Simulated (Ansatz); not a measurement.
Si3C (space group P6/mmm, No. 191). Coordinates: the geometry relaxed with Ansatz 0.2.0, DFT PBE, scalar-relativistic, plane waves, PAW; the starting structure was generated, so it need not be a known form of this composition.

Space group P6/mmm (No. 191). a = 4.915 Å, b = 4.915 Å, c = 2.433 Å, α = 90.00°, β = 90.00°, γ = 120.00°
```tsv
atom	site	symmetry	x	y	z
Si	3g	mmm	0.5000	0.0000	0.5000
C	1b	6/mmm	0.0000	0.0000	0.5000
```

Bonds are taken as C–Si below 2.8 Å and Si–Si below 2.8 Å. Simplification: prune 0- and 1-connected atoms, fold 2-connected ones into links.

What net does this leave?

The result is a binodal (6,8)-connected, three-periodic net: C is a 6-connected node; Si is an 8-connected node, in the ratio 1:3. It is a single net, without interpenetration.

```json
{"node": "C", "links": "6", "point symbol": "3^6.4^6.5^3", "coordination sequence": "6 24 56 98 152 218 296 386 488 602"}
{"node": "Si", "links": "8", "point symbol": "3^6.4^14.5^7.6", "coordination sequence": "8 26 56 98 152 218 296 386 488 602"}
```

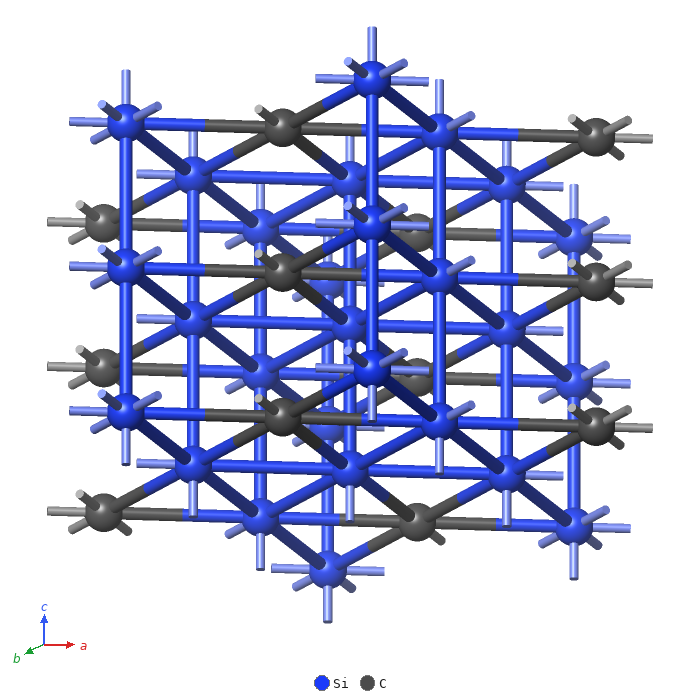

Nodes are coloured by element. Short stubs are edges that leave the cut-out.
